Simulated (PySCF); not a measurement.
SMILES O[Si](O)(O)O[SiH](Cl)Cl (H4Cl2O4Si2), CAM-B3LYP/def2-SVP optimised geometry. Atoms within 1.6 Å of the plane z = 0.6 Å (x, y, z in Å): Si1 (-0.81, 0.34, -0.90), Cl2 (-0.56, 2.22, -0.11), Cl3 (-2.79, -0.16, -0.77), O4 (0.07, -0.70, 0.00), Si5 (0.71, -2.22, 0.00), O6 (2.35, -2.22, 0.00), O8 (0.23, -2.99, 1.36), H10 (2.79, -2.17, 0.85), H12 (-0.67, -2.85, 1.67).

Level of theory: PySCF with CAM-B3LYP/def2-TZVP.

Map of the deformation density (molecule minus spherical neutral atoms) (e/bohr³) on the plane z = 0.6 Å:

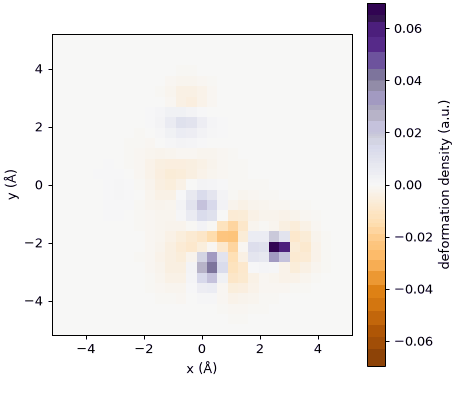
Figure: Deformation density (molecule minus spherical neutral atoms) (e/bohr³) on the plane z = 0.6 Å.
